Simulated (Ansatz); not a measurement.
**Geometry relaxation of CH$_{8}$O$_{2}$Si$_{2}$ (part 2 of 2)**

The same run, continued: CH$_{8}$O$_{2}$Si$_{2}$, SMILES CO[SiH2][SiH2]O; RKS PBE-D4/def2-SVP (Ansatz 0.2.0). The geometry: force-field start.

Geometry of the input (Å):
```
C  -1.4147  0.0291  1.6319
O  -0.4376  -0.9322  1.1327
Si 1.0366  -0.3078  0.5916
Si 0.9430  0.0682  -1.7333
O  -0.4514  0.9088  -2.1245
H  -1.6828  0.7175  0.8421
H  -1.0489  0.5744  2.5033
H  -2.3062  -0.5294  1.9068
H  2.1103  -1.3731  0.8704
H  1.3681  0.9491  1.2553
H  0.8643  -1.2392  -2.4702
H  2.1616  0.7797  -2.1834
H  -1.2571  0.3936  -2.2576
```

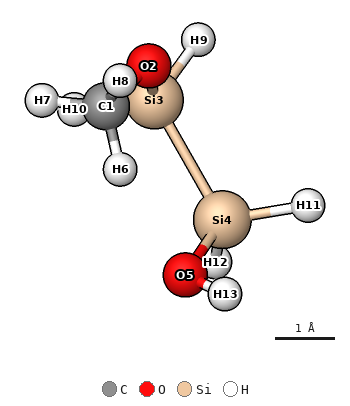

*The geometry at step 16 of the log (ball-and-stick view, seen at a tilt; atoms are numbered from 1 in the order of the input).*

Trajectory as extended XYZ, continued
```
13
Properties=species:S:1:pos:R:3:forces:R:3 step=5 energy=-20994.96414
C    -1.4066    0.0048    1.4709   -0.0074  -0.0089  -0.0263
O    -0.3180   -0.8865    1.3073    0.0356  -0.0045   0.0112
Si    1.1529   -0.3614    0.6528   -0.0516   0.0011   0.0348
Si    0.8693    0.0655   -1.6591    0.1059  -0.0163   0.0297
O    -0.5224    1.0000   -1.9242   -0.0584  -0.0142  -0.0045
H    -1.6885    0.5051    0.5156    0.0023   0.0065  -0.0011
H    -1.1834    0.8051    2.2145    0.0053   0.0158   0.0094
H    -2.2840   -0.5663    1.8414    0.0299  -0.0043  -0.0226
H     2.1406   -1.4693    0.8991   -0.0182   0.0075  -0.0118
H     1.6249    0.8873    1.3680    0.0107  -0.0052   0.0043
H     0.7739   -1.2427   -2.4118   -0.0151  -0.0142  -0.0110
H     2.0386    0.8376   -2.2109   -0.0072   0.0063  -0.0028
H    -1.3122    0.4593   -2.0985   -0.0318   0.0303  -0.0094
13
Properties=species:S:1:pos:R:3:forces:R:3 step=7 energy=-20994.96695
C    -1.4000    0.0141    1.4462   -0.0205   0.0141   0.0163
O    -0.2998   -0.8713    1.3350   -0.0061  -0.0105   0.0100
Si    1.1680   -0.3619    0.6697    0.0155   0.0014  -0.0176
Si    0.8603    0.0703   -1.6406   -0.0234   0.0049  -0.0011
O    -0.5535    0.9815   -1.8936   -0.0168  -0.0281   0.0013
H    -1.6455    0.5088    0.4787    0.0127   0.0003  -0.0120
H    -1.2133    0.8203    2.1947   -0.0021  -0.0124   0.0018
H    -2.2863   -0.5638    1.7812    0.0040   0.0047  -0.0012
H     2.1342   -1.4931    0.8873    0.0008   0.0046   0.0019
H     1.6812    0.8687    1.3876   -0.0006  -0.0032  -0.0013
H     0.7729   -1.2396   -2.3947    0.0035   0.0076   0.0062
H     2.0073    0.8650   -2.2057    0.0026  -0.0009  -0.0032
H    -1.3403    0.4397   -2.0807    0.0304   0.0176  -0.0011
13
Properties=species:S:1:pos:R:3:forces:R:3 step=9 energy=-20994.96753
C    -1.3954    0.0254    1.4476    0.0093   0.0096  -0.0396
O    -0.2943   -0.8638    1.3509   -0.0074  -0.0034   0.0156
Si    1.1717   -0.3626    0.6751    0.0009  -0.0143  -0.0105
Si    0.8507    0.0695   -1.6335   -0.0075   0.0311   0.0222
O    -0.5796    0.9586   -1.8720   -0.0625  -0.0475  -0.0247
H    -1.5974    0.5468    0.4829   -0.0120  -0.0085   0.0404
H    -1.2317    0.8060    2.2276   -0.0017  -0.0100  -0.0078
H    -2.2968   -0.5571    1.7323    0.0154   0.0086  -0.0068
H     2.1331   -1.5005    0.8771    0.0000  -0.0011   0.0117
H     1.7044    0.8603    1.3916   -0.0016   0.0031  -0.0058
H     0.7790   -1.2372   -2.3930   -0.0014  -0.0006   0.0001
H     1.9865    0.8822   -2.1975    0.0048  -0.0087  -0.0104
H    -1.3451    0.4112   -2.1241    0.0637   0.0417   0.0156
13
Properties=species:S:1:pos:R:3:forces:R:3 step=10 energy=-20994.96806
C    -1.3944    0.0223    1.4497   -0.0071   0.0058  -0.0094
O    -0.2928   -0.8655    1.3510    0.0051  -0.0010   0.0003
Si    1.1724   -0.3612    0.6760    0.0028  -0.0042   0.0051
Si    0.8490    0.0715   -1.6311   -0.0132   0.0157  -0.0030
O    -0.5810    0.9630   -1.8673    0.0217  -0.0063   0.0110
H    -1.6019    0.5453    0.4880    0.0019  -0.0067   0.0095
H    -1.2308    0.8013    2.2308    0.0029   0.0011   0.0015
H    -2.2937   -0.5616    1.7360   -0.0006  -0.0012  -0.0016
H     2.1365   -1.4962    0.8829   -0.0024   0.0017  -0.0002
H     1.7020    0.8641    1.3907   -0.0033   0.0016  -0.0025
H     0.7665   -1.2371   -2.3868   -0.0008   0.0022   0.0014
H     1.9895    0.8726   -2.2032    0.0006  -0.0057  -0.0039
H    -1.3361    0.4203   -2.1516   -0.0075  -0.0031  -0.0080
13
Properties=species:S:1:pos:R:3:forces:R:3 step=11 energy=-20994.96859
C    -1.3931    0.0170    1.4539   -0.0225  -0.0004   0.0239
O    -0.2886   -0.8674    1.3564    0.0233   0.0041  -0.0215
Si    1.1738   -0.3578    0.6796    0.0027   0.0077   0.0125
Si    0.8460    0.0725   -1.6261   -0.0122  -0.0048  -0.0304
O    -0.5827    0.9697   -1.8507   -0.0536  -0.0637  -0.0128
H    -1.6024    0.5426    0.4950    0.0135  -0.0036  -0.0200
H    -1.2336    0.7927    2.2388    0.0039   0.0097   0.0065
H    -2.2905   -0.5708    1.7364   -0.0124  -0.0081   0.0040
H     2.1430   -1.4882    0.8888   -0.0031   0.0061  -0.0054
H     1.6976    0.8735    1.3884   -0.0016  -0.0043   0.0041
H     0.7428   -1.2376   -2.3771   -0.0005   0.0032   0.0060
H     1.9929    0.8538   -2.2155   -0.0005  -0.0049   0.0093
H    -1.3199    0.4387   -2.2028    0.0633   0.0589   0.0238
13
Properties=species:S:1:pos:R:3:forces:R:3 step=13 energy=-20994.96869
C    -1.3926    0.0119    1.4569    0.0198   0.0162  -0.0277
O    -0.2821   -0.8660    1.3558   -0.0255  -0.0079   0.0392
Si    1.1770   -0.3475    0.6807   -0.0259  -0.0419  -0.0172
Si    0.8383    0.0625   -1.6289    0.0349   0.0676   0.0998
O    -0.5862    0.9705   -1.8315   -0.0272  -0.0572  -0.0237
H    -1.6013    0.5310    0.4942   -0.0221   0.0064  -0.0029
H    -1.2342    0.7933    2.2371    0.0020  -0.0102   0.0032
H    -2.2881   -0.5779    1.7429    0.0141  -0.0113   0.0018
H     2.1495   -1.4750    0.8838    0.0142  -0.0063   0.0051
H     1.6971    0.8784    1.4004    0.0018   0.0151  -0.0247
H     0.7229   -1.2494   -2.3736   -0.0033   0.0136  -0.0020
H     1.9931    0.8401   -2.2064    0.0067  -0.0198  -0.0494
H    -1.3082    0.4667   -2.2462    0.0106   0.0359  -0.0013
13
Properties=species:S:1:pos:R:3:forces:R:3 step=15 energy=-20994.96244 accepted=F
C    -1.3951   -0.0110    1.4648   -0.0580   0.0058   0.0224
O    -0.2584   -0.8601    1.4007    0.0529   0.0261  -0.0370
Si    1.1871   -0.3391    0.7003   -0.0209   0.0153   0.0229
Si    0.8245    0.0582   -1.6023   -0.0114  -0.0111  -0.0317
O    -0.6076    0.9701   -1.7369   -0.8009  -0.5039  -0.8741
H    -1.6249    0.4637    0.4833    0.0226  -0.0227   0.0303
H    -1.2623    0.8009    2.2190    0.0063  -0.0186  -0.0219
H    -2.2687   -0.6218    1.7761    0.0156   0.0145  -0.0048
H     2.1726   -1.4564    0.9000   -0.0048   0.0101  -0.0046
H     1.7136    0.9065    1.3820   -0.0078  -0.0133   0.0041
H     0.6465   -1.2542   -2.3353    0.0149  -0.0019   0.0155
H     1.9851    0.7774   -2.2521   -0.0025  -0.0196   0.0095
H    -1.2271    0.6045   -2.4346    0.7939   0.5193   0.8693
13
Properties=species:S:1:pos:R:3:forces:R:3 step=16 energy=-20994.97765
C    -1.3929   -0.0030    1.4626   -0.0229   0.0188  -0.0030
O    -0.2654   -0.8624    1.3887    0.0338  -0.0041  -0.0076
Si    1.1831   -0.3424    0.6944   -0.0154  -0.0002   0.0068
Si    0.8263    0.0580   -1.6109   -0.0069   0.0291   0.0261
O    -0.6063    0.9649   -1.7646   -0.0835  -0.1102  -0.0697
H    -1.6081    0.4905    0.4881   -0.0085  -0.0068   0.0054
H    -1.2542    0.7955    2.2289    0.0052  -0.0063   0.0007
H    -2.2763   -0.6063    1.7577    0.0042  -0.0044   0.0019
H     2.1659   -1.4620    0.8951   -0.0007   0.0070  -0.0034
H     1.7066    0.8978    1.3872   -0.0008  -0.0014  -0.0050
H     0.6743   -1.2552   -2.3466   -0.0038   0.0017   0.0033
H     1.9828    0.7991   -2.2378    0.0118  -0.0172  -0.0140
H    -1.2508    0.5643   -2.3776    0.0874   0.0941   0.0586
13
Properties=species:S:1:pos:R:3:forces:R:3 step=17 energy=-20994.98093
C    -1.3931   -0.0066    1.4668   -0.0213   0.0198  -0.0002
O    -0.2620   -0.8624    1.3948    0.0366  -0.0025  -0.0120
Si    1.1834   -0.3389    0.6984   -0.0069  -0.0011   0.0038
Si    0.8221    0.0533   -1.6060   -0.0207   0.0235   0.0155
O    -0.6201    0.9492   -1.7374   -0.2298  -0.1963  -0.2731
H    -1.6113    0.4825    0.4911   -0.0078  -0.0099   0.0025
H    -1.2556    0.7941    2.2307    0.0024  -0.0033   0.0055
H    -2.2734   -0.6127    1.7648    0.0006  -0.0074   0.0057
H     2.1703   -1.4555    0.8943   -0.0010   0.0067   0.0011
H     1.7061    0.9034    1.3876   -0.0012  -0.0011  -0.0032
H     0.6667   -1.2611   -2.3388   -0.0016  -0.0067   0.0072
H     1.9746    0.7880   -2.2498    0.0100  -0.0107  -0.0070
H    -1.2227    0.6054   -2.4314    0.2407   0.1890   0.2542
13
Properties=species:S:1:pos:R:3:forces:R:3 step=19 energy=-20994.99658
C    -1.4018   -0.0424    1.4768    0.0413  -0.0580   0.0382
O    -0.2352   -0.8567    1.4237   -0.0830   0.0427  -0.0042
Si    1.1886   -0.3159    0.7011   -0.0325   0.0221   0.0221
Si    0.7897    0.0243   -1.6027    0.0980   0.0436   0.0251
O    -0.6237    0.9638   -1.7148   -0.0146  -0.0997  -0.0575
H    -1.6641    0.3884    0.4824    0.0447  -0.0049   0.0606
H    -1.2774    0.7947    2.2055   -0.0396  -0.0208  -0.0619
H    -2.2490   -0.6730    1.8212    0.0328   0.0284   0.0021
H     2.2013   -1.4051    0.9149   -0.0037  -0.0118  -0.0441
H     1.7063    0.9421    1.3616   -0.0136   0.0354   0.0000
H     0.6082   -1.3164   -2.2763   -0.0568  -0.0060  -0.0360
H     1.9657    0.6930   -2.2845   -0.0364  -0.0117  -0.0033
H    -1.1231    0.8419   -2.5437    0.0634   0.0406   0.0588
13
Properties=species:S:1:pos:R:3:forces:R:3 step=21 energy=-20995.00338
C    -1.4019   -0.0553    1.4908    0.0297  -0.0111   0.0051
O    -0.2319   -0.8618    1.4394   -0.0221   0.0256   0.0066
Si    1.1798   -0.3075    0.7035   -0.0002  -0.0094   0.0095
Si    0.7905    0.0100   -1.6038   -0.0354   0.0160   0.0018
O    -0.6231    0.9488   -1.7094   -0.0072  -0.0334  -0.0725
H    -1.6667    0.3579    0.4914   -0.0139   0.0140   0.0251
H    -1.2823    0.7969    2.2021   -0.0108  -0.0250  -0.0357
H    -2.2432   -0.6833    1.8500    0.0054   0.0004   0.0029
H     2.2047   -1.3873    0.9040    0.0073   0.0012  -0.0044
H     1.6776    0.9647    1.3534   -0.0020   0.0112  -0.0083
H     0.5830   -1.3276   -2.2787    0.0040  -0.0122  -0.0087
H     1.9628    0.6690   -2.2986   -0.0024  -0.0041   0.0012
H    -1.0640    0.9143   -2.5791    0.0477   0.0268   0.0774
13
Properties=species:S:1:pos:R:3:forces:R:3 step=22 energy=-20995.00627
C    -1.4058   -0.0709    1.5005    0.0213  -0.0050  -0.0005
O    -0.2245   -0.8595    1.4570   -0.0018   0.0110  -0.0063
Si    1.1755   -0.3019    0.7019    0.0037   0.0007  -0.0067
Si    0.7793   -0.0072   -1.6065    0.0506  -0.0290   0.0148
O    -0.6131    0.9562   -1.7096   -0.0471   0.0102  -0.0343
H    -1.6835    0.3264    0.4982   -0.0086  -0.0051   0.0040
H    -1.2953    0.7943    2.1951   -0.0091   0.0018   0.0035
H    -2.2353   -0.7055    1.8746   -0.0032  -0.0003   0.0009
H     2.2161   -1.3656    0.9089   -0.0015   0.0027   0.0047
H     1.6627    0.9893    1.3229   -0.0026  -0.0006   0.0023
H     0.5579   -1.3457   -2.2763   -0.0062  -0.0017  -0.0051
H     1.9614    0.6323   -2.3035    0.0026  -0.0049  -0.0011
H    -1.0104    0.9965   -2.5982    0.0020   0.0202   0.0236
13
Properties=species:S:1:pos:R:3:forces:R:3 step=23 energy=-20995.00665
C    -1.4085   -0.0856    1.5073    0.0043  -0.0091  -0.0021
O    -0.2155   -0.8560    1.4693   -0.0132   0.0165  -0.0166
Si    1.1739   -0.2928    0.6991    0.0140  -0.0156   0.0261
Si    0.7715   -0.0239   -1.6110    0.0395  -0.0123  -0.0025
O    -0.6028    0.9659   -1.7089   -0.1113   0.0439  -0.2279
H    -1.7009    0.2925    0.5013    0.0052  -0.0108   0.0063
H    -1.3086    0.7926    2.1870   -0.0038   0.0004   0.0052
H    -2.2256   -0.7275    1.8965    0.0013   0.0056  -0.0006
H     2.2277   -1.3404    0.9223   -0.0048  -0.0012  -0.0088
H     1.6503    1.0095    1.3063   -0.0076   0.0041  -0.0173
H     0.5255   -1.3606   -2.2773   -0.0011   0.0031   0.0125
H     1.9632    0.5910   -2.3151   -0.0041  -0.0029   0.0026
H    -0.9651    1.0741   -2.6117    0.0816  -0.0218   0.2229
13
Properties=species:S:1:pos:R:3:forces:R:3 step=25 energy=-20995.00752
C    -1.4099   -0.0885    1.5066   -0.0104   0.0184  -0.0092
O    -0.2150   -0.8532    1.4662    0.0191  -0.0144   0.0032
Si    1.1762   -0.2909    0.6993   -0.0057  -0.0005  -0.0052
Si    0.7741   -0.0243   -1.6110    0.0042   0.0025   0.0007
O    -0.5949    0.9747   -1.7085   -0.0014   0.0000   0.0000
H    -1.7039    0.2888    0.5009   -0.0010  -0.0027   0.0071
H    -1.3135    0.7895    2.1875   -0.0029  -0.0015  -0.0014
H    -2.2245   -0.7333    1.8958   -0.0021  -0.0018   0.0008
H     2.2289   -1.3388    0.9237   -0.0003   0.0012   0.0003
H     1.6480    1.0162    1.2984    0.0005  -0.0001   0.0004
H     0.5165   -1.3620   -2.2700   -0.0006   0.0005   0.0026
H     1.9672    0.5811   -2.3201    0.0003  -0.0027  -0.0011
H    -0.9640    1.0793   -2.6035    0.0003   0.0009   0.0020
```
